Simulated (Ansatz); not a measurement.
GeH3Se (charge +1): nudged elastic band

System: GeH3Se, charge +1.
Method: UKS PBE0-D4/def2-SVP (Ansatz 0.2.0).

It belongs to a series of runs on one base structure; here: band between the two ends. Figures and captions count atoms from 1; the log counts them from 0 in places.

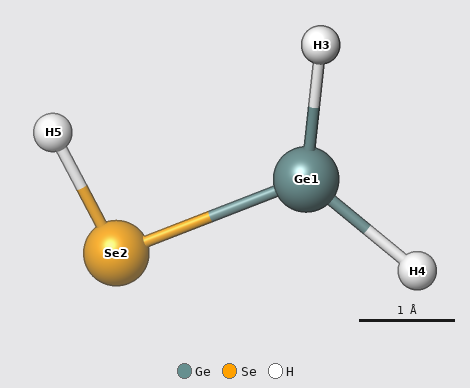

Fig. 1: The structure as given in the input (ball-and-stick view, seen at a tilt; atoms are numbered from 1 in the order of the input). Sticks mark near contacts. Bond lengths as drawn: Ge–H 1.52 Å, Ge–Se 2.23 Å and H–Se 1.48 Å.

**The input**
```yaml
crystal:
  periodic: [false, false, false]
  atoms:
    - { symbol: Ge, position_ang: [-0.470584, -0.468701, -0.137624] }
    - { symbol: Se, position_ang: [0.709322, 1.392873, -0.508303] }
    - { symbol: H, position_ang: [-0.213154, -1.321786, 1.099277] }
    - { symbol: H, position_ang: [-1.524154, -0.816342, -1.181507] }
    - { symbol: H, position_ang: [1.49857, 1.213956, 0.728158] }
total_charge: 1
magnetization:
  spin_polarized: true
basis:
  gaussian: { orbitals: def2-SVP }
hamiltonian:
  xc: pbe0
  dispersion: d4
neb:
  order_check: false
  images: 7
  f_tol: 0.03
  max_iterations: 60
  final_atoms:
    - { symbol: Ge, position_ang: [-0.82087187, -1.45742611, 0.48233693] }
    - { symbol: Se, position_ang: [-0.22132932, 0.97052364, -0.28170441] }
    - { symbol: H, position_ang: [0.06912934, -1.09550546, 1.75091952] }
    - { symbol: H, position_ang: [-0.27387857, 0.74658105, -1.73935273] }
    - { symbol: H, position_ang: [1.24695043, 0.83582689, -0.21219831] }
  initial_path:
    images:
      - { positions_ang: [[-0.470584, -0.468701, -0.137624], [0.709322, 1.392873, -0.508303], [-0.213154, -1.321786, 1.099277], [-1.524154, -0.816342, -1.181507], [1.49857, 1.213956, 0.728158]] }
      - { positions_ang: [[-0.48461219, -0.55589567, -0.06414138], [0.6160887, 1.31374078, -0.5487603], [-0.18848604, -1.37340385, 1.18680395], [-1.38835824, -0.60003247, -1.22777149], [1.44536777, 1.21559121, 0.65387021]] }
      - { positions_ang: [[-0.49864038, -0.64309034, 0.00934125], [0.52285541, 1.23460856, -0.58921761], [-0.16381809, -1.42502171, 1.27433091], [-1.25256248, -0.38372294, -1.27403597], [1.39216554, 1.21722642, 0.57958242]] }
      - { positions_ang: [[-0.51266857, -0.730285, 0.08282387], [0.42962211, 1.15547634, -0.62967491], [-0.13915013, -1.47663956, 1.36185786], [-1.11676672, -0.16741341, -1.32030046], [1.33896332, 1.21886163, 0.50529463]] }
      - { positions_ang: [[-0.52669676, -0.81747967, 0.15630649], [0.33638881, 1.07634412, -0.67013221], [-0.11448218, -1.52825741, 1.44938481], [-0.98097096, 0.04889612, -1.36656494], [1.28576109, 1.22049684, 0.43100685]] }
      - { positions_ang: [[-0.60024054, -0.97746628, 0.2378141], [0.19695928, 1.049889, -0.57302526], [-0.0685793, -1.42006942, 1.52476849], [-0.80419787, 0.22331735, -1.45976189], [1.27605842, 1.12432935, 0.27020556]] }
      - { positions_ang: [[-0.67378432, -1.13745289, 0.31932171], [0.05752974, 1.02343388, -0.47591831], [-0.02267642, -1.31188144, 1.60015217], [-0.62742477, 0.39773859, -1.55295883], [1.26635576, 1.02816186, 0.10940427]] }
      - { positions_ang: [[-0.74732809, -1.2974395, 0.40082932], [-0.08189979, 0.99697876, -0.37881136], [0.02322646, -1.20369345, 1.67553584], [-0.45065167, 0.57215982, -1.64615578], [1.25665309, 0.93199438, -0.05139702]] }
      - { positions_ang: [[-0.82087187, -1.45742611, 0.48233693], [-0.22132932, 0.97052364, -0.28170441], [0.06912934, -1.09550546, 1.75091952], [-0.27387857, 0.74658105, -1.73935273], [1.24695043, 0.83582689, -0.21219831]] }
```

Launch command:
```bash
ansatz run input.yaml --threads 2 --pin off --max-ram 3072MiB --backend cpu --events-out ev --progress --plain --runs-dir out
```

**The program's output**
```
Engine: ansatz 0.2.0, x86_64-unknown-linux-gnu
Functional definition: PBE0
  parameter a = 0.25
  parameter kappa = 0.804
  parameter beta = 0.06672455060314922
  exchange = (1 - a)*pbe_x(kappa = kappa, mu = beta*pi^2/3) + a*exact_x
  correlation = pbe_c(beta = beta)
834 factors; integrals over basis functions are off by at most 2.4e-4 eV
mean field evaluation 1: about -121877.8030 eV, gradient 1.4e1 eV
mean field evaluation 2: about -121875.8714 eV, gradient 2.3e1 eV
mean field evaluation 4: about -121878.9466 eV, gradient 9.1e-1 eV
mean field evaluation 8: about -121878.9546 eV, gradient 7.5e-3 eV
mean field -121878.95458115 eV, -4478.9689683348 hartree, gradient 5.6e-5 eV, S^2 0.000000; 0 other end points of the search recorded, 0 dependent functions left out
the calculation of the forces begins
reference -121878.95460305 eV, -4478.9689691397 hartree; 34, 34 occupied and 45, 45 virtual orbitals, 834 factors
832 factors; integrals over basis functions are off by at most 9.3e-4 eV
mean field evaluation 16: about -121877.2956 eV, gradient 1.5e1 eV
mean field -121878.46623112 eV, -4478.9510218020 hartree, gradient 6.9e-5 eV, S^2 0.000000; 1 other end points of the search recorded, 0 dependent functions left out
[... from here on the field's lines of each further geometry are left out, up to the last ...]
NEB iter   1: max|band force component| = 4.647e0 eV/Å  barrier→ = 4.1468 eV  barrier← = 3.6645 eV  Δτ_max = 0.2000 Å  (359 SCF iters)
NEB iter   2: max|band force component| = 2.043e0 eV/Å  barrier→ = 2.9012 eV  barrier← = 2.4188 eV  Δτ_max = 0.2000 Å  (232 SCF iters)
NEB iter   3: max|band force component| = 1.592e0 eV/Å  barrier→ = 2.2987 eV  barrier← = 1.8164 eV  Δτ_max = 0.2000 Å  (232 SCF iters)
NEB iter   4: max|band force component| = 1.877e0 eV/Å  barrier→ = 2.2984 eV  barrier← = 1.8161 eV  Δτ_max = 0.0996 Å  (257 SCF iters)
NEB iter   5: max|band force component| = 1.313e0 eV/Å  barrier→ = 2.2045 eV  barrier← = 1.7222 eV  Δτ_max = 0.0998 Å  (345 SCF iters)
NEB iter   6: max|band force component| = 8.201e-1 eV/Å  barrier→ = 1.9472 eV  barrier← = 1.4648 eV  Δτ_max = 0.0861 Å  (242 SCF iters)
NEB iter   7: max|band force component| = 5.976e-1 eV/Å  barrier→ = 2.0184 eV  barrier← = 1.5361 eV  CI = image 3  Δτ_max = 0.0961 Å  (248 SCF iters)
NEB iter   8: max|band force component| = 4.910e-1 eV/Å  barrier→ = 2.1029 eV  barrier← = 1.6206 eV  CI = image 3  Δτ_max = 0.0957 Å  (266 SCF iters)
NEB iter   9: max|band force component| = 2.259e-1 eV/Å  barrier→ = 2.1132 eV  barrier← = 1.6309 eV  CI = image 3  Δτ_max = 0.0547 Å  (328 SCF iters)
NEB iter  10: max|band force component| = 9.214e-2 eV/Å  barrier→ = 2.1018 eV  barrier← = 1.6195 eV  CI = image 3  Δτ_max = 0.0218 Å  (256 SCF iters)
NEB iter  11: max|band force component| = 3.456e-2 eV/Å  barrier→ = 2.0996 eV  barrier← = 1.6172 eV  CI = image 3  Δτ_max = 0.0095 Å  (231 SCF iters)
the calculation of the forces begins
reference -121878.43960198 eV, -4478.9500431994 hartree; 34, 34 occupied and 45, 45 virtual orbitals, 832 factors
834 factors; integrals over basis functions are off by at most 6.3e-4 eV
mean field evaluation 864: about -121876.8529 eV, gradient 1.8e-3 eV
mean field -121876.85289668 eV, -4478.8917328548 hartree, gradient 5.5e-6 eV, S^2 0.000000; 2 other end points of the search recorded, 0 dependent functions left out
the calculation of the forces begins
reference -121876.85291787 eV, -4478.8917336336 hartree; 34, 34 occupied and 45, 45 virtual orbitals, 834 factors
NEB iter  12: max|band force component| = 1.993e-2 eV/Å  barrier→ = 2.0994 eV  barrier← = 1.6170 eV  CI = image 3  Δτ_max = 0.0000 Å  (498 SCF iters)
```

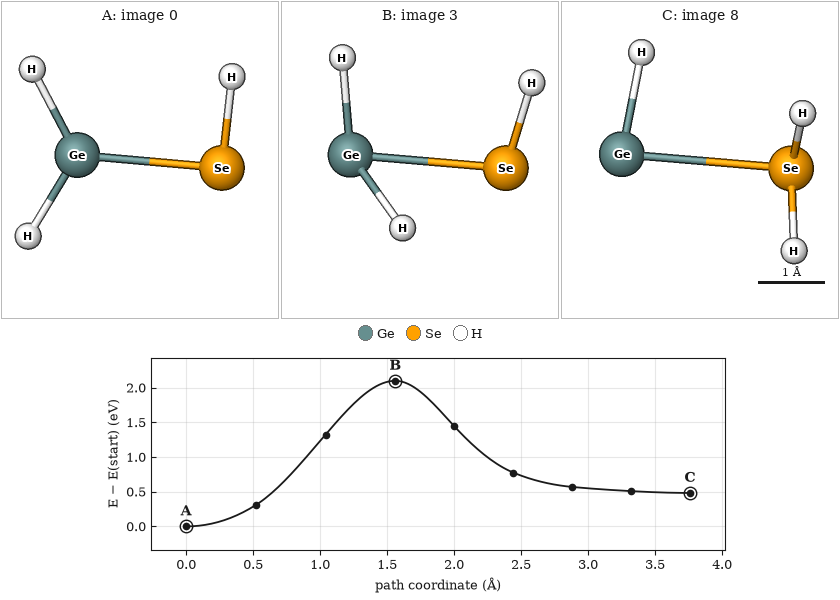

Fig. 2: Images of the last band (counted from 0; ball-and-stick, seen on its broad side) above the energy along the path; the line is a cubic interpolation that uses the forces. The highest image is number 3, 2.099 eV above the start and 1.617 eV above the end (the climbing image); the end lies 0.482 eV above the start. The path is 3.76 Å long. The band converged in 12 iterations.

```
Total energy: -121876.91915513 eV, -4478.8941678081 hartree
Atom 0 at    -1.035856    -0.715581     0.217918 Å, force     0.000151     0.014935     0.013975 eV/Å
Atom 1 at     0.192943     1.258034    -0.379535 Å, force    -0.005855    -0.020735    -0.000015 eV/Å
Atom 2 at     0.002665    -1.333730     1.193887 Å, force     0.003121    -0.006625    -0.000081 eV/Å
Atom 3 at    -0.661591    -0.250920    -1.319582 Å, force     0.001852     0.004859    -0.018058 eV/Å
Atom 4 at     1.501840     1.042197     0.287313 Å, force     0.000731     0.007567     0.004180 eV/Å
Dipole moment:     0.112746    -0.288741     0.180977 e Å
this run last wrote the band of iteration 12 to [file]
```

**The last band as extended XYZ (Å, eV, eV/Å)**
```
5
Properties=species:S:1:pos:R:3:forces:R:3 image=0 energy=-121879.01849
Ge   -0.4706   -0.4687   -0.1376   -0.0103  -0.0023  -0.0106
Se    0.7093    1.3929   -0.5083    0.0019  -0.0070   0.0066
H    -0.2132   -1.3218    1.0993    0.0080   0.0071   0.0015
H    -1.5242   -0.8163   -1.1815   -0.0003   0.0000   0.0009
H     1.4986    1.2140    0.7282    0.0008   0.0023   0.0015
5
Properties=species:S:1:pos:R:3:forces:R:3 image=1 energy=-121878.70902
Ge   -0.5832   -0.4849    0.0138    0.5970   0.1215  -0.3403
Se    0.4870    1.4193   -0.4167    0.3388   0.2312  -0.0378
H    -0.2230   -1.3693    1.2049   -0.1975  -0.0550  -0.1159
H    -1.2619   -0.6877   -1.3188   -0.7697  -0.5075   0.1149
H     1.5811    1.1226    0.5167    0.0313   0.2099   0.3791
5
Properties=species:S:1:pos:R:3:forces:R:3 image=2 energy=-121877.69342
Ge   -0.8060   -0.5502    0.1453    1.1167   0.5803  -0.3964
Se    0.3263    1.3432   -0.3789    0.4121   0.4270   0.1156
H    -0.1098   -1.3754    1.2235   -0.3289  -0.2968   0.0120
H    -0.9634   -0.4794   -1.3658   -1.2770  -0.9874  -0.2399
H     1.5529    1.0618    0.3760    0.0771   0.2769   0.5087
5
Properties=species:S:1:pos:R:3:forces:R:3 image=3 energy=-121876.91913
Ge   -1.0359   -0.7156    0.2179    0.0002   0.0149   0.0140
Se    0.1929    1.2580   -0.3795   -0.0059  -0.0207   0.0000
H     0.0027   -1.3337    1.1939    0.0031  -0.0066  -0.0001
H    -0.6616   -0.2509   -1.3196    0.0019   0.0049  -0.0181
H     1.5018    1.0422    0.2873    0.0007   0.0076   0.0042
5
Properties=species:S:1:pos:R:3:forces:R:3 image=4 energy=-121877.57423
Ge   -1.1580   -0.8716    0.3054   -0.7619  -0.5211   0.6059
Se    0.0548    1.2287   -0.4059   -0.4433  -0.2266  -0.2490
H     0.0731   -1.3294    1.1752    0.1667   0.1098   0.0114
H    -0.3704   -0.0478   -1.3004    1.2660   1.0657   0.1831
H     1.4005    1.0201    0.2258   -0.2275  -0.4278  -0.5515
5
Properties=species:S:1:pos:R:3:forces:R:3 image=5 energy=-121878.24147
Ge   -1.2143   -0.9900    0.4880   -0.2076  -0.1179   0.3602
Se   -0.1066    1.1978   -0.3812   -0.1957  -0.0620   0.0552
H     0.1587   -1.3328    1.2026    0.0262  -0.0254   0.0484
H    -0.1223    0.1195   -1.4111    0.4995   0.3815  -0.2267
H     1.2845    1.0055    0.1016   -0.1224  -0.1762  -0.2371
5
Properties=species:S:1:pos:R:3:forces:R:3 image=6 energy=-121878.44912
Ge   -1.1653   -1.1396    0.6329   -0.0056  -0.0433   0.0563
Se   -0.2185    1.1135   -0.3520   -0.0237  -0.0381   0.0123
H     0.2400   -1.3350    1.3452   -0.0083  -0.0046   0.0759
H    -0.0664    0.3795   -1.6243    0.0491   0.1281  -0.1086
H     1.2102    0.9816   -0.0019   -0.0116  -0.0421  -0.0358
5
Properties=species:S:1:pos:R:3:forces:R:3 image=7 energy=-121878.50957
Ge   -1.0112   -1.3233    0.5642    0.0243  -0.0331  -0.0180
Se   -0.2468    1.0283   -0.3161    0.0056  -0.0175   0.0086
H     0.2130   -1.2305    1.5725   -0.0231   0.0220   0.0558
H    -0.1635    0.5951   -1.7241   -0.0180   0.0550  -0.0245
H     1.2085    0.9304   -0.0966    0.0112  -0.0264  -0.0219
5
Properties=species:S:1:pos:R:3:forces:R:3 image=8 energy=-121878.53617
Ge   -0.8209   -1.4574    0.4823    0.0010   0.0017  -0.0006
Se   -0.2213    0.9705   -0.2817   -0.0008  -0.0009  -0.0010
H     0.0691   -1.0955    1.7509    0.0007  -0.0006   0.0018
H    -0.2739    0.7466   -1.7394    0.0018   0.0016   0.0008
H     1.2470    0.8358   -0.2122   -0.0027  -0.0018  -0.0010
```

**Summary**

| quantity | value |
| --- | --- |
| outcome | converged |
| barrier, forward | 2.099 eV |
| barrier, backward | 1.617 eV |
| hardware | 2 threads of AMD EPYC (Zen 5), 16 GiB of memory available, shared host |
| wall time | 93 s (CPU time 3 min) |
| peak memory | 0.29 GiB |

**Remarks**

The order of the saddle point was not checked.
